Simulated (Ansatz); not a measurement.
H6Si3

```xyz
9

H    -0.6774   -1.4936   -1.7423
Si   -1.4077   -0.9413    1.2583
Si   -0.4399   -0.5657   -0.6100
Si    1.2759    0.9832   -0.6920
H    -1.1900   -0.0439    2.4149
H    -2.4955   -1.9269    1.4523
H     1.0364    1.9917   -1.7583
H     2.5884    0.3343   -0.9518
H     1.3098    1.6622    0.6289
```

The product side of a reaction path; geometry: PBE0-D4/def2-TZVP.

These are results of Ansatz, RKS PBE0-D4/def2-TZVPP, not measurements.

What can the converged electron density and electron localisation function tell about the bonding?

Answer. Si–Si (2.14 Å): ρ at the midpoint is about 0.74 e/Å³; the ELF peaks at about 0.95 between the atoms: a shared electron pair.
Si–H (1.48 Å): ρ is about 0.81 e/Å³ halfway; the ELF climbs to about 1 towards the hydrogen, as it does in any bond to H.
Si–Si (2.31 Å): ρ at the midpoint is about 0.63 e/Å³; the ELF peaks at about 1 between the atoms: localised, covalent bonding.

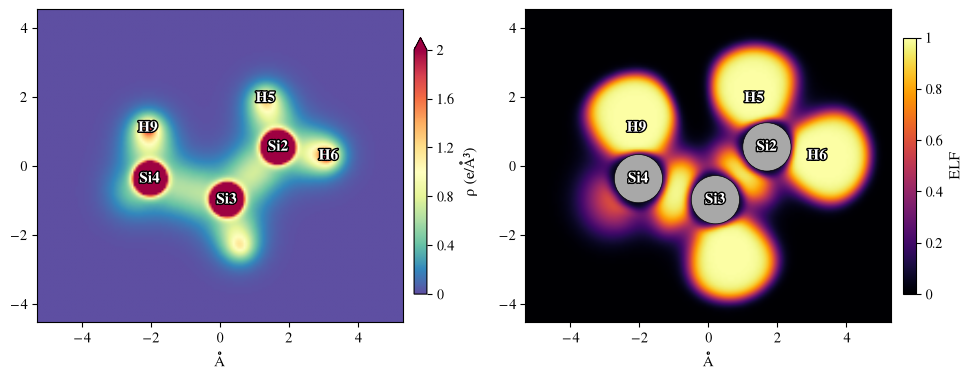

Computed electron density and electron localisation function on the plane of atoms Si3, Si2 and H6, in this order. Grey discs cover the atomic cores in the ELF map. 
